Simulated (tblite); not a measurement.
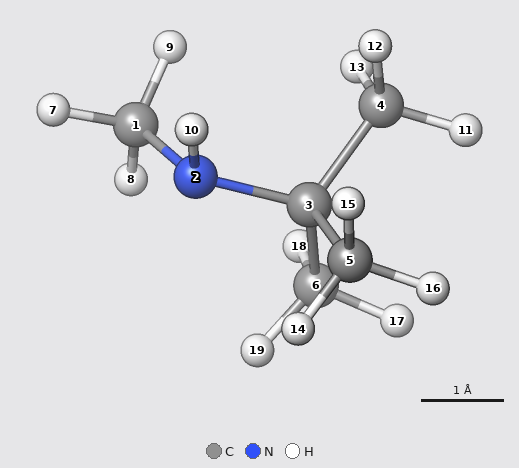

**Figure 1.** The starting structure (ball-and-stick view, seen at a tilt; atoms are numbered from 1 in the order of the input).

**Run report: C5H13N, molecular dynamics**

- system: C5H13N (n-methyl-tert-butylamine), SMILES CNC(C)(C)C
- method: GFN2-xTB Langevin dynamics, gas phase (tblite 0.8.0)

The run did not end well.

What the program printed:
```
t/fs     T/K   E - E0/eV
     0.0    513.4    -0.0000
     1.5  12013.4     0.2285
     3.0  49387.5     4.6331
the trajectory blew up at step 2
```

Trajectory as extended XYZ (Å, eV, eV/Å), 3 frames, from step=0 to step=2:
```
19
Properties=species:S:1:pos:R:3:forces:R:3 step=0 time_fs=0.0 energy=-551.13989 temperature=513.4
C     2.1120   -0.1131    0.2224    0.0010  -0.0010   0.0000
N     0.8326   -0.0232    0.8939    0.0000   0.0020   0.0020
C    -0.3697    0.0521    0.0660    0.0000   0.0020   0.0000
C    -0.5740   -1.1848   -0.8262    0.0000  -0.0010  -0.0010
C    -1.5482    0.1690    1.0395   -0.0010   0.0000   0.0000
C    -0.3127    1.3119   -0.8024   -0.0010   0.0020  -0.0010
H     2.8889   -0.1610    0.9848    0.0020   0.0000   0.0020
H     2.2749    0.7861   -0.3688    0.0010   0.0010  -0.0010
H     2.2233   -0.9885   -0.4340    0.0000  -0.0040  -0.0010
H     0.7363   -0.8047    1.5351    0.0010   0.0020  -0.0010
H    -1.5204   -1.1115   -1.3557    0.0000   0.0000   0.0000
H    -0.5858   -2.0916   -0.2231    0.0010   0.0010   0.0000
H     0.2215   -1.2685   -1.5632   -0.0010   0.0000  -0.0010
H    -1.3982    1.0220    1.6956    0.0010  -0.0010  -0.0010
H    -1.6285   -0.7264    1.6527    0.0000   0.0000   0.0000
H    -2.4811    0.2995    0.4977   -0.0010   0.0000   0.0000
H    -1.2854    1.4974   -1.2504    0.0000   0.0010   0.0000
H     0.4140    1.2056   -1.6035   -0.0010  -0.0010   0.0010
H    -0.0388    2.1669   -0.1902   -0.0010  -0.0020   0.0010
19
Properties=species:S:1:pos:R:3:forces:R:3 step=1 time_fs=1.5 energy=-550.91135 temperature=12013.4
C     2.1153   -0.1172    0.2553    0.3350   0.2470  -1.3780
N     0.8488    0.0125    0.8781   -1.0980  -1.3010   1.2240
C    -0.3748    0.0674    0.0465    0.0670  -0.8650   1.8560
C    -0.5844   -1.1852   -0.7969    0.1550   0.6440  -0.1670
C    -1.5574    0.1544    1.0701    0.7190   1.4060  -1.7200
C    -0.3188    1.2965   -0.7854   -0.0360   1.1110  -0.9660
H     2.8833   -0.1890    1.0006    0.3310   0.0540   0.4360
H     2.2796    0.7878   -0.3400    0.2250  -0.1220   0.0230
H     2.2310   -0.9904   -0.4200   -0.0530   0.0960   0.0820
H     0.7471   -0.8158    1.5089   -0.0690   0.8660  -0.4210
H    -1.4895   -1.1032   -1.3560   -0.7120   0.0200  -0.2660
H    -0.5972   -2.0832   -0.2282   -0.0620  -0.6090   0.6190
H     0.2070   -1.2453   -1.5022    0.7790  -0.2020  -0.7150
H    -1.4043    1.0214    1.6886    0.1270   0.1720   0.4140
H    -1.6368   -0.7152    1.6500   -0.1970  -1.0050   0.6050
H    -2.4367    0.3574    0.4701   -0.3770  -0.3100   0.1720
H    -1.2904    1.4904   -1.2337   -0.1050  -0.0380  -0.1190
H     0.4006    1.1996   -1.6204   -0.2360   0.1520   0.5420
H    -0.0911    2.1743   -0.1669    0.2070  -0.3160  -0.2210
19
Properties=species:S:1:pos:R:3:forces:R:3 step=2 time_fs=3.0 energy=-546.50675 temperature=49387.5
C     2.1270   -0.0964    0.3672    2.7690  -1.6340  -2.6160
N     0.8844    0.0879    0.8445   -3.7110  -2.8580   4.4270
C    -0.3781    0.1725    0.0021    0.2390  -9.2050   9.4790
C    -0.6253   -1.1687   -0.6765    2.2360   2.8020   0.1960
C    -1.6133    0.1193    1.2012    1.8850   9.0230  -6.9140
C    -0.3986    1.2593   -0.7024   -0.0200  10.3470  -7.6320
H     2.9102   -0.2566    1.0938   -0.0180   0.5540   0.7040
H     2.3426    0.7128   -0.2575    1.0480   1.3790  -1.1730
H     2.2252   -1.0371   -0.2391    0.1410   0.0960  -0.4330
H     0.8589   -0.8651    1.4836   -1.2070   2.7370  -1.2310
H    -1.3779   -1.1167   -1.3127   -4.0360   0.3030  -2.5570
H    -0.6193   -2.0501   -0.1999   -0.2320  -2.5940   2.6010
H     0.1866   -1.1891   -1.2923    2.7970  -0.6200  -2.2710
H    -1.3950    1.1378    1.6564   -0.3210  -1.7800   0.7730
H    -1.5891   -0.7187    1.6791   -0.4870  -4.0410   2.4620
H    -2.2909    0.5226    0.3481   -0.6430  -1.8950   2.2360
H    -1.4118    1.4785   -1.1854    1.0310  -0.5650   0.0210
H     0.4198    1.3077   -1.6730   -1.8890  -0.1890   2.3330
H    -0.2747    2.2929   -0.1700    0.4170  -1.8600  -0.4060
```

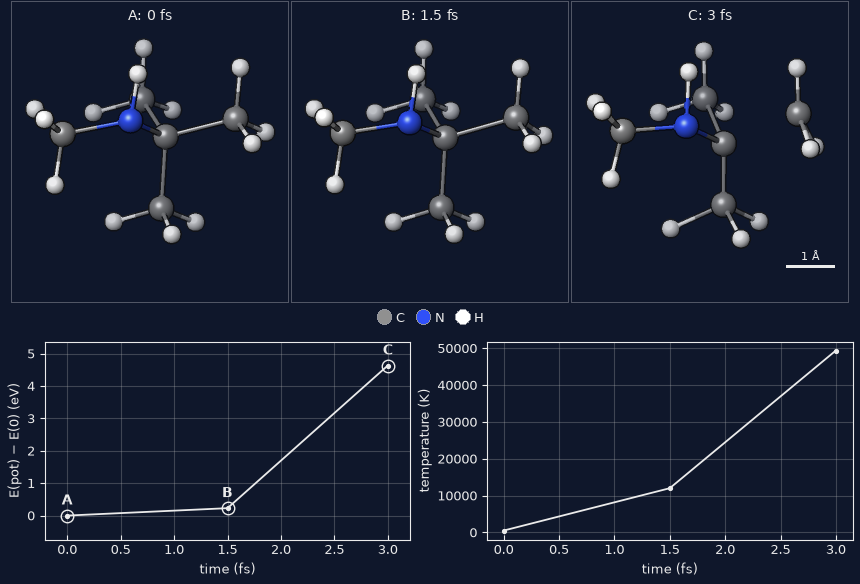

**Figure 2.** Frames of the molecular dynamics (ball-and-stick, seen at a tilt) above the curves, on which the letters mark them. The trajectory kept here has 3 frames over 3 fs. The temperature starts at 513 K, ranges from 513 to 49388 K and averages 30700 K over the second half. The potential energy ends 4.633 eV above its first value. After an unweighted best fit of the last frame on the first, the root-mean-square displacement is 0.16 Å, and H16 has moved furthest (0.31 Å).

This output came from the following input.

Input file:
```
{"job": {"dt": 1.5, "steps": 5000, "equilibration": 400, "friction": 3.0, "h_mass": 4.0, "temperature": 500, "xc": "GFN2-xTB", "basis": "xTB", "kind": "md"}, "charge": 0, "multiplicity": 1}
C      2.112012    -0.113139     0.222418
N      0.832595    -0.023157     0.893947
C     -0.369688     0.052146     0.066009
C     -0.573983    -1.184753    -0.826223
C     -1.548184     0.168979     1.039550
C     -0.312704     1.311878    -0.802419
H      2.888889    -0.161034     0.984843
H      2.274919     0.786114    -0.368757
H      2.223326    -0.988537    -0.434044
H      0.736311    -0.804721     1.535110
H     -1.520400    -1.111452    -1.355714
H     -0.585806    -2.091622    -0.223135
H      0.221453    -1.268545    -1.563205
H     -1.398151     1.021961     1.695592
H     -1.628545    -0.726416     1.652698
H     -2.481086     0.299466     0.497662
H     -1.285427     1.497367    -1.250449
H      0.414043     1.205575    -1.603510
H     -0.038790     2.166892    -0.190219
```

The first line tells a small driver script what to run in tblite; the rest is the geometry in Å.

Command:
```bash
OMP_NUM_THREADS=1 python <driver script> task.json out
```

Outcome:

```csv
quantity,value
outcome,ended with an error
trajectory,"3 frames kept, 3 fs"
hardware,"1 CPU thread, shared host"
peak memory,0.43 GiB
```

What went wrong:

Some settings of this run were drawn to be unusual or wrong. The run ended with an error. Checks after the run noted: the trajectory blew up at step 2.
